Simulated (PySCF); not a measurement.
Molecule: Si(Cl)2(OH)(NH2), SMILES N[Si](O)(Cl)Cl (H₃Cl₂NOSi). Atoms near the plane z = 0.0 Å, at the CAM-B3LYP/def2-SVP optimised geometry (x, y, z in Å): N1 (-0.9, 0.8, 0.0), Si2 (-0.3, -0.8, 0.0), O3 (1.3, -0.8, 0.0), H6 (-0.5, 1.5, 0.6), H7 (-1.7, 1.1, -0.4), H8 (1.7, -1.5, 0.4).

Computed with PySCF 2.14.0 with CAM-B3LYP/def2-TZVP. Cells within 0.4 Å of a nucleus heavier than hydrogen are left out (blank, or x). The values are rescaled to run from 0 to 1.

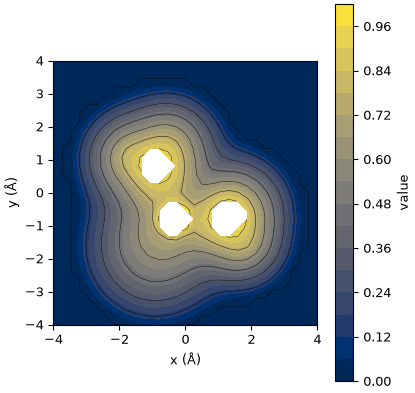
*a field on the plane z = 0.0 Å.*

Q: Which quantity is mapped?
A. electrostatic potential
B. log10 of the electron density
C. an orbital amplitude
D. electron localisation function

A: B, log10 of the electron density. In full: log10 of the electron density (e/bohr³), floored at −4.
